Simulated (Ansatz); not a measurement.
How methods differ on BH2OF (SMILES OBF)

The species is BH2OF (5 atoms), meant as a singlet with charge 0. As SMILES, `OBF`. The shape is that of a PBE0-D4/def2-TZVP optimisation. This is one conformer, not always the lowest.

```xyz
5

O    -0.9654    0.1574    0.1569
B     0.3650   -0.0302    0.2011
F     1.0392   -0.3237   -0.9095
H    -1.3372    0.0574   -0.7258
H     0.9483    0.0654    1.2360
```

Quantity: the energy change with the O1–B2 bond stretched from 1.344 to 2.689 Å, in eV. The values are calculated.

| level | kind | program | value (eV) | less FCI/STO-3G | CPU time (all runs) |
| --- | --- | --- | --- | --- | --- |
| r2SCAN/STO-3G (restricted) | meta-GGA | Ansatz | 7.46 | +1.33 | 4.4 s |
| BHLYP/STO-3G (restricted) | global hybrid | Ansatz | 8.57 | +2.44 | 1.9 s |
| wB97M-V/STO-3G (restricted) | range-separated hybrid | Ansatz | 8.19 | +2.06 | 32 s |
| wB97X/STO-3G (restricted) | range-separated hybrid | Ansatz | 8.23 | +2.10 | 8 s |
| B2PLYP/STO-3G (restricted) | double hybrid | Ansatz | 7.53 | +1.40 | 2.7 s |
| RPA@PBE/STO-3G (restricted) | RPA | Ansatz | 6.45 | +0.32 | 3.1 s |
| CCSD/STO-3G (restricted) | coupled cluster or CI | Ansatz | 6.28 | +0.15 | 0.4 s |
| CCSDT/STO-3G (restricted) | coupled cluster or CI | Ansatz | 6.15 | +0.02 | 1.2 s |
| FCI/STO-3G | exact in the basis | Ansatz | 6.13 | 0.00 | 24 s |

FCI/STO-3G is exact within its basis and frozen core, so for wave-function methods in that basis the difference is their error; functionals converge differently with the basis, so for them it is only a difference. The first shape isn't each level's own minimum. The values span 6.13 to 8.57 eV. All rows use very small basis sets, so even the best lies far from the true value. Times are those of the runs behind each value, whatever else they computed, on shared processors of several kinds: orders of magnitude only.

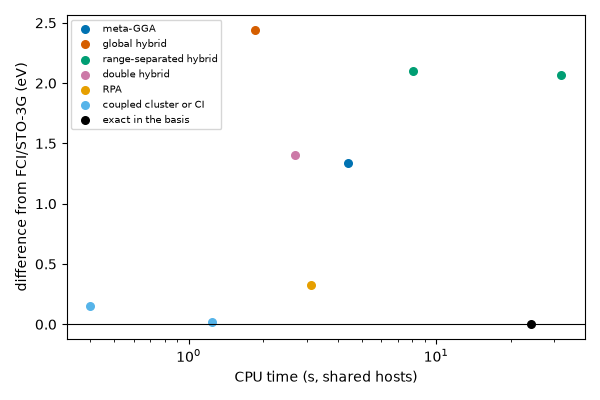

Difference from FCI/STO-3G against processor time, one point a level.
